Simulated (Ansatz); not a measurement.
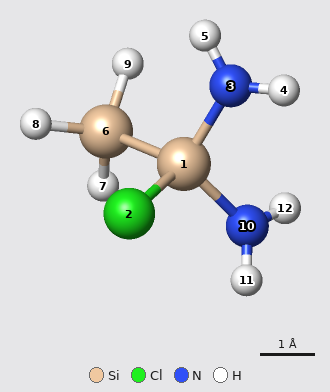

This is the input geometry for a relaxation of Si2N2H7Cl. A ball-and-stick model, seen at a tilt.

The run prepares the start of a later molecular dynamics calculation, from a guessed geometry.

Computed with Ansatz 0.2.0, RKS PBE/def2-SVP.

Input file:
```yaml
crystal:
  periodic: [false, false, false]
  atoms:
    - { symbol: Si, position_ang: [0.0, 0.0, 0.0] }
    - { symbol: Cl, position_ang: [0.0, 0.0, 2.13] }
    - { symbol: "N", position_ang: [1.7163, 0.0, -0.6061] }
    - { symbol: H, position_ang: [2.2145, -0.918, -0.7868] }
    - { symbol: H, position_ang: [2.2175, 0.918, -0.7783] }
    - { symbol: Si, position_ang: [-1.0456, 1.8115, -0.7393] }
    - { symbol: H, position_ang: [-2.4302, 1.478, -1.0607] }
    - { symbol: H, position_ang: [-1.0215, 2.8436, 0.2931] }
    - { symbol: H, position_ang: [-0.3743, 2.3069, -1.9374] }
    - { symbol: "N", position_ang: [-0.8572, -1.4851, -0.6061] }
    - { symbol: H, position_ang: [-1.3922, -2.1014, 0.0704] }
    - { symbol: H, position_ang: [-0.8219, -1.7344, -1.6357] }
basis:
  gaussian: { orbitals: def2-SVP }
hamiltonian:
  xc: pbe
relax:
  f_tol: 0.02
  max_steps: 40
```

Launched with:
```bash
ansatz run input.yaml --threads 2 --pin off --max-ram 3072MiB --backend cpu --events-out ev --progress --plain --runs-dir out
```

What does the optimiser find from here?

The atom that moves furthest after the best rigid fit is H7 (0.90 Å). Largest moves by element: H 0.90 Å, Cl 0.41 Å, N 0.33 Å, Si 0.15 Å. Some distances before and after: Si1–Si6 2.218 → 2.357 Å, Si1–N3 1.820 → 1.730 Å, Si1–N10 1.819 → 1.736 Å, Si6–H7 1.460 → 1.506 Å. Bond angles that change, for instance: Si6–Si1–N10 109.5° → 119.9°, H4–N3–H5 120.0° → 111.1°, Cl2–Si1–N3 109.5° → 116.8°. Groups turn about Si1–Si6 by about 40°. Over 13 geometry steps the energy falls by 17.9 kcal/mol. Largest force component: 2.8 eV/Å at the start, 0.015 eV/Å at the end.

The structure at the end:

```xyz
12

Si    0.0141   -0.1074   -0.0978
Cl   -0.3230   -0.2089    1.9918
N     1.6607   -0.0091   -0.6179
H     2.2729   -0.8113   -0.4381
H     2.1705    0.8726   -0.5224
Si   -1.0701    1.8828   -0.7443
H    -2.4925    1.8641   -0.2496
H    -0.3838    3.0950   -0.1646
H    -1.0984    2.0402   -2.2450
N    -0.5742   -1.6375   -0.6705
H    -1.3977   -2.0435   -0.2205
H    -0.5729   -1.8181   -1.6779
```

After the run, drawn alike:

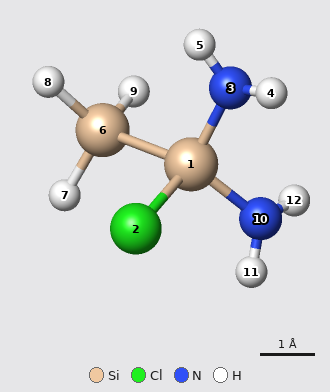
